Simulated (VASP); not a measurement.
Band structure of PbO$_{2}$ (rutile). These are PBE GGA with spin-orbit coupling, VASP's PBE PAW potentials (set 64) (plane waves; VASP 6.6.1) values and carry that method's errors.

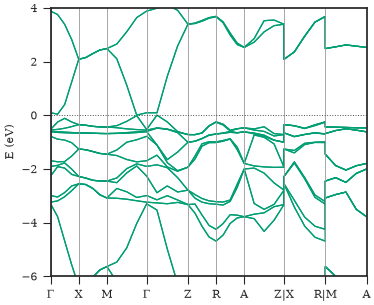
Bands along high-symmetry lines, zero at the valence-band maximum or, without a gap, the Fermi level

Question: Read the plot: is there a gap, and where are the band edges?

Answer: It has no gap at this level: it comes out as a metal or semimetal.

The compound is PbO2 in the rutile structure. It was relaxed first, which changed the volume by +6 %. The k-mesh is coarse (spacing up to 0.31 per Å, 2π included), so the numbers may not be converged in it.
